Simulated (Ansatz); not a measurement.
BH5N2OSi (SMILES N[Si]1(O)BN1)

Input

```
crystal:
  periodic: [false, false, false]
  atoms:
    - { symbol: "N", position_ang: [-0.218, 0.3975, 1.8613] }
    - { symbol: Si, position_ang: [0.2154, -0.1357, 0.226] }
    - { symbol: O, position_ang: [1.8576, -0.4653, 0.0062] }
    - { symbol: B, position_ang: [-1.0029, -0.1856, -1.3025] }
    - { symbol: "N", position_ang: [-0.2666, 1.0482, -0.9608] }
    - { symbol: H, position_ang: [0.1027, -0.2363, 2.5351] }
    - { symbol: H, position_ang: [-1.2814, 0.3837, 1.8961] }
    - { symbol: H, position_ang: [1.9543, -1.2128, -0.6171] }
    - { symbol: H, position_ang: [-1.7666, -0.7757, -2.0038] }
    - { symbol: H, position_ang: [0.4886, 1.1308, -1.6376] }
basis:
  gaussian: { orbitals: def2-SVP }
hamiltonian:
  xc: pbe
  dispersion: d4
relax:
  f_tol: 0.015
  max_steps: 40
output:
  orbitals: {}
```

Launched as:

```sh
ansatz run input.yaml --threads 2 --pin off --max-ram 3072MiB --backend cpu --events-out ev --progress --plain --runs-dir out
```

The fields are those of the relaxed geometry.

The calculation used RKS PBE-D4/def2-SVP (Ansatz 0.2.0).

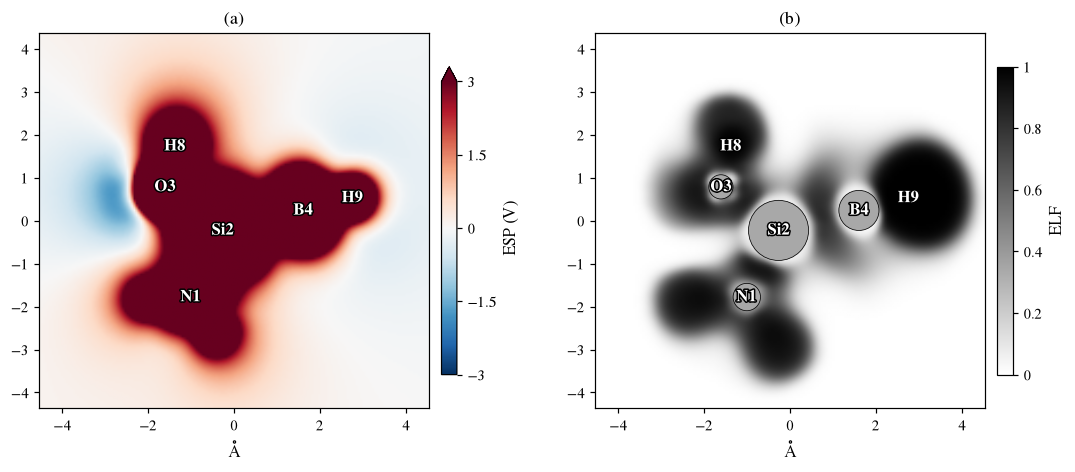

Figure 1. (a) molecular electrostatic potential; (b) ELF on the plane of atoms Si2, O3 and H8. Grey discs cover the atomic cores in the ELF map.

Question: Interpret the plot.

Answer:
- The plane passes through N, Si, O, B and H nuclei.
- Si–O (1.68 Å): the ELF peaks at about 0.85 between the atoms; a shared but strongly polarised pair.
- Si–N (1.72 Å): the ELF peaks at about 0.90 between the atoms; a polar covalent bond.
- Si–B (1.93 Å): the ELF peaks at about 0.75 between the atoms.
- O–H (0.97 Å): the ELF climbs to about 1 towards the hydrogen, as it does in any bond to H (an ordinary covalent bond to hydrogen).
- The ELF also peaks beside O3, away from the bonds: lone-pair regions.
- Outside the dense part of the molecule the potential is most negative (−1.7 V) near O3.

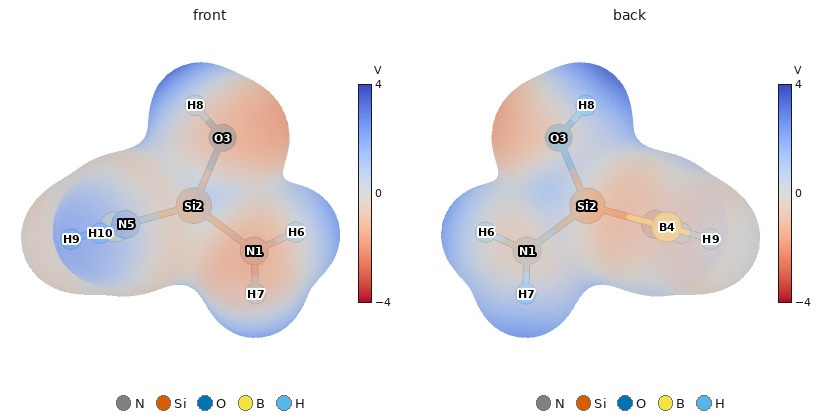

Figure 2. The molecular electrostatic potential painted on the density surface at 0.004 e/bohr³, seen from the front and from behind; the colour scale runs from red (negative) to blue (positive).

Question: Describe the electrostatic potential map.

Answer: The most negative region (about −1.6 V) lies over N1 and O3, the most positive (about +3.0 V) over H8.

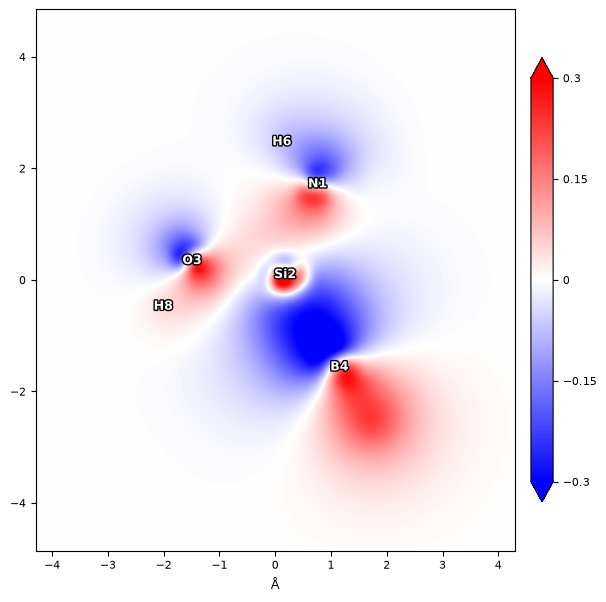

Figure 3. The HOMO on the plane of atoms N1, Si2 and O3 (values in Å⁻³ᐟ²; the overall sign is arbitrary).

Question: Where does this orbital lie, and at what energy?

Answer: It lies mainly on N1 (about 25 %), B4 (about 25 %), Si2 (about 25 %) and N5 (about 10 %). Its energy is −5.03 eV.
